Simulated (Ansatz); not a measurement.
# H5NOSn: how energies converge with the basis set

How large a basis does H5NOSn need? Two functionals are run in growing sets.

Method: one geometry, several basis sets; program: Ansatz 0.2.0, Gaussian basis.

Plan: PBE0-D4/def2-SVP; ωB97M-V/def2-SVP; PBE0-D4/def2-QZVPP; ωB97M-V/def2-QZVPP; the functionals' def2-TZVPP values are taken from earlier runs.

### 1 The geometry

All runs share one geometry, relaxed beforehand with PBE0-D4 in a triple-zeta def2 set. Sn takes the def2 core potential; no spin-orbit term is included.

SMILES `[NH2][SnH2][OH]`, 8 atoms, charge 0, spin multiplicity 1.

Atoms are counted from 1 here; the program's logs count them from 0.

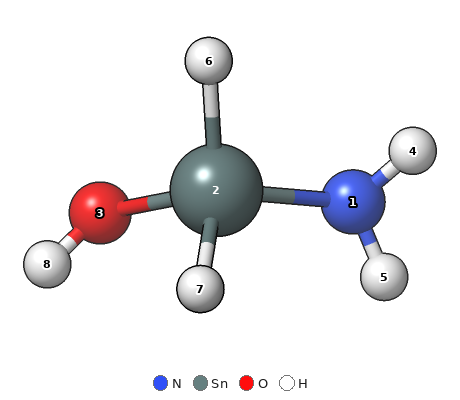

The geometry (nitrogen blue, tin teal, oxygen red, hydrogen white); atoms are numbered from 1 in the order of the file.

### 2 PBE0-D4 in def2-SVP

in.yaml

```yaml
crystal:
  periodic: [false, false, false]
  atoms:
    - {symbol: N, position_ang: [-1.215787, 0.494496, -0.768565]}
    - {symbol: Sn, position_ang: [0.443781, 0.179962, 0.320232]}
    - {symbol: O, position_ang: [0.279355, -1.682982, 0.926308]}
    - {symbol: H, position_ang: [-1.612498, 1.419476, -0.680027]}
    - {symbol: H, position_ang: [-1.153786, 0.258867, -1.748779]}
    - {symbol: H, position_ang: [0.361613, 1.204864, 1.678365]}
    - {symbol: H, position_ang: [1.908849, 0.259043, -0.567643]}
    - {symbol: H, position_ang: [1.080672, -2.190826, 0.784210]}
basis:
  gaussian: {orbitals: def2-SVP}
hamiltonian: {xc: pbe0, dispersion: d4}
output: {orbitals: {seedname: orbitals}}
```

Launch:

```
ansatz run in.yaml --threads 2 --pin off --events-out ev --progress --plain --max-ram 4352MiB
```

The program printed:

```text
Functional definition: PBE0
  name "PBE0"
  cite "Adamo & Barone, J. Chem. Phys. 110, 6158 (1999) doi:10.1063/1.478522"
  cite "Perdew, Burke & Ernzerhof, Phys. Rev. Lett. 77, 3865 (1996) doi:10.1103/PhysRevLett.77.3865"
  parent pbe
  parameter a = 0.25
  parameter kappa = 0.804
  parameter beta = 0.06672455060314922
  exchange = (1 - a)*pbe_x(kappa = kappa, mu = beta*pi^2/3) + a*exact_x
  correlation = pbe_c(beta = beta)
873 factors; integrals over basis functions are off by at most 1.2e-3 eV
mean field evaluation 1: about -9433.1560 eV, gradient 7.1e1 eV
mean field evaluation 2: about -9402.7384 eV, gradient 1.3e2 eV
mean field evaluation 4: about -9442.6393 eV, gradient 8.0e0 eV
mean field evaluation 8: about -9442.8941 eV, gradient 6.1e-1 eV
mean field evaluation 16: about -9442.8952 eV, gradient 4.1e-5 eV
mean field -9442.89515447 eV, -347.0199963026 hartree, gradient 4.1e-5 eV, S^2 0.000000; 0 other end points of the search recorded, 0 dependent functions left out
reference -9442.89518368 eV, -347.0199973761 hartree; 21, 21 occupied and 58, 58 virtual orbitals, 873 factors
Total energy: -9443.00148097 eV, -347.0239037292 hartree
```

Wall time 1.2 s (2 threads of Arm Neoverse V1, shared host).

### 3 ωB97M-V in def2-SVP

Edit in.yaml of step 2 so:

```diff
@@ -13,3 +13,3 @@
   gaussian: {orbitals: def2-SVP}
-hamiltonian: {xc: pbe0, dispersion: d4}
+hamiltonian: {xc: {name: wB97M-V}}
 output: {orbitals: {seedname: orbitals}}
```

Same command.

The program printed, cut to the lines that bear on the results:

```text
Functional definition: wB97M-V
  name "wB97M-V"
  cite "Mardirossian & Head-Gordon, J. Chem. Phys. 144, 214110 (2016) doi:10.1063/1.4952647"
  cite "Becke, J. Chem. Phys. 107, 8554 (1997) doi:10.1063/1.475007"
  cite "Vydrov & Van Voorhis, J. Chem. Phys. 133, 244103 (2010) doi:10.1063/1.3521275"
  # Of w^i u^j: cxij and so on, Table III.
[...]
  gx(w, u) = 1 - cx + cx01*u + cx10*w
  gss(w, u) = css00 + css04*u^4 + css10*w + css20*w^2 + css43*w^4*u^3
  gos(w, u) = cos00 + cos10*w + (cos20 + cos21*u)*w^2 + (cos60 + cos61*u)*w^6
[...]
      + integral(e_c_pw_mod_opposite_spin*gos(b97_w_opposite, b97_u_opposite)) + vv10(b, c)
873 factors; integrals over basis functions are off by at most 1.2e-3 eV
236 factors; integrals over basis functions are off by at most 8.2e-6 eV
[...]
mean field -9443.82763051 eV, -347.0542641651 hartree, gradient 2.3e-5 eV, S^2 0.000000; 0 other end points of the search recorded, 0 dependent functions left out
reference -9443.82767598 eV, -347.0542658360 hartree; 21, 21 occupied and 58, 58 virtual orbitals, 873 factors
Total energy: -9443.82767598 eV, -347.0542658360 hartree
```

It took 5.5 s on 2 threads of Arm Neoverse V1, shared host.

### 4 PBE0-D4 in def2-QZVPP

Edit in.yaml of step 3 so:

```diff
@@ -12,4 +12,4 @@
 basis:
-  gaussian: {orbitals: def2-SVP}
-hamiltonian: {xc: {name: wB97M-V}}
+  gaussian: {orbitals: "def2-QZVPP.json"}
+hamiltonian: {xc: pbe0, dispersion: d4}
 output: {orbitals: {seedname: orbitals}}
```

Launched as before.

The program printed:

```text
Functional definition: PBE0
  name "PBE0"
  cite "Adamo & Barone, J. Chem. Phys. 110, 6158 (1999) doi:10.1063/1.478522"
  cite "Perdew, Burke & Ernzerhof, Phys. Rev. Lett. 77, 3865 (1996) doi:10.1103/PhysRevLett.77.3865"
  parent pbe
  parameter a = 0.25
  parameter kappa = 0.804
  parameter beta = 0.06672455060314922
  exchange = (1 - a)*pbe_x(kappa = kappa, mu = beta*pi^2/3) + a*exact_x
  correlation = pbe_c(beta = beta)
1136 factors; their error is unknown
mean field evaluation 1: about -9435.9099 eV, gradient 8.4e1 eV
mean field evaluation 2: about -9391.7901 eV, gradient 1.6e2 eV
mean field evaluation 4: about -9448.0401 eV, gradient 1.1e1 eV
mean field evaluation 8: about -9448.2929 eV, gradient 3.5e-1 eV
mean field evaluation 16: about -9448.2930 eV, gradient 4.3e-5 eV
mean field -9448.29301756 eV, -347.2183641124 hartree, gradient 4.3e-5 eV, S^2 0.000000; 0 other end points of the search recorded, 0 dependent functions left out
reference -9448.29305682 eV, -347.2183655551 hartree; 21, 21 occupied and 325, 325 virtual orbitals, 1136 factors
Total energy: -9448.39935410 eV, -347.2222719081 hartree
```

Wall time 6 s (2 threads of Arm Neoverse V1, shared host); peak memory 0.78 GiB.

### 5 ωB97M-V in def2-QZVPP

Edit in.yaml of step 4 so:

```diff
@@ -13,3 +13,3 @@
   gaussian: {orbitals: "def2-QZVPP.json"}
-hamiltonian: {xc: pbe0, dispersion: d4}
+hamiltonian: {xc: {name: wB97M-V}}
 output: {orbitals: {seedname: orbitals}}
```

Launched as before.

The program printed, cut to the lines that bear on the results:

```text
Functional definition: wB97M-V
  name "wB97M-V"
  cite "Mardirossian & Head-Gordon, J. Chem. Phys. 144, 214110 (2016) doi:10.1063/1.4952647"
  cite "Becke, J. Chem. Phys. 107, 8554 (1997) doi:10.1063/1.475007"
  cite "Vydrov & Van Voorhis, J. Chem. Phys. 133, 244103 (2010) doi:10.1063/1.3521275"
  # Of w^i u^j: cxij and so on, Table III.
[...]
  gx(w, u) = 1 - cx + cx01*u + cx10*w
  gss(w, u) = css00 + css04*u^4 + css10*w + css20*w^2 + css43*w^4*u^3
  gos(w, u) = cos00 + cos10*w + (cos20 + cos21*u)*w^2 + (cos60 + cos61*u)*w^6
[...]
      + integral(e_c_pw_mod_opposite_spin*gos(b97_w_opposite, b97_u_opposite)) + vv10(b, c)
1119 factors; their error is unknown
295 factors; integrals over basis functions are off by at most 7.9e-6 eV
[...]
mean field -9449.39549178 eV, -347.2588792924 hartree, gradient 4.0e-5 eV, S^2 0.000000; 0 other end points of the search recorded, 0 dependent functions left out
reference -9449.39555581 eV, -347.2588816458 hartree; 21, 21 occupied and 325, 325 virtual orbitals, 1119 factors
Total energy: -9449.39555581 eV, -347.2588816458 hartree
```

Run time: 16 s. Hardware: 2 threads of Arm Neoverse V1, shared host; peak memory 0.98 GiB.

### 6 Functionals by basis

The def2-TZVPP values come from earlier runs at the same geometry.

```tsv
functional	basis	functions	energy (eV)	from the largest (eV)	HOMO (eV)	LUMO (eV)
PBE0-D4	def2-SVP	79	-9443.0015	5.398	-7.08	0.41
PBE0-D4	def2-TZVPP	182	-9448.0926	0.307	-7.36	-0.12
PBE0-D4	def2-QZVPP	346	-9448.3994	0.000	-7.41	-0.28
ωB97M-V	def2-SVP	79	-9443.8277	5.568	-9.42	2.11
ωB97M-V	def2-TZVPP	182	-9449.0965	0.299	-9.72	1.24
ωB97M-V	def2-QZVPP	346	-9449.3956	0.000	-9.78	0.86
```

### 7 Results

```
                                       quantity          value
PBE0-D4: double and triple zeta above quadruple  5.40, 0.31 eV
ωB97M-V: double and triple zeta above quadruple  5.57, 0.30 eV
```

**Reading.** PBE0-D4 gains 5.09 eV from double to triple zeta, then 0.31 eV more. Total energies overstate the basis error of differences, where much of it tends to cancel. The LUMO of ωB97M-V is positive and keeps falling with the basis (2.11 to 0.86 eV): an unbound level that the basis holds in place.

For PBE0-D4 the largest set took about 5 times as long as the smallest (6 s against 1.2 s).
